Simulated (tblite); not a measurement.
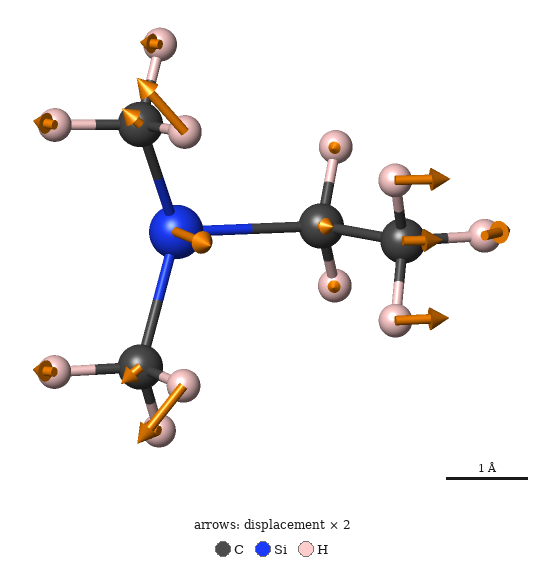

This is a relaxation of C4H11Si (charge +1). The starting structure is drawn; orange arrows show the displacements, magnified 2 times. The two geometries are superimposed by the best rigid fit.

A ball-and-stick model, seen at a tilt.

Theory: tblite 0.8.0, GFN2-xTB geometry optimisation, gas phase. 

What happened in the run?

The energy falls by 0.579 eV in 48 geometry steps. The largest move after the best rigid fit is that of the Si atom, 0.50 Å. Largest moves by element: Si 0.50 Å, H 0.47 Å, C 0.26 Å. Near-neighbour distances that change, for instance: C–Si 1.831 → 1.882 Å, C–Si 1.853 → 1.882 Å, C–H 1.112 → 1.090 Å, C–C 1.521 → 1.539 Å. Among the angles between lasting bonds that change: C–Si–C 112.4° → 120.7°, C–Si–C 111.4° → 119.5°, C–Si–C 112.7° → 119.5°. Cost: 0.26 s on 1 thread of Arm Neoverse V1, with other jobs on the host.
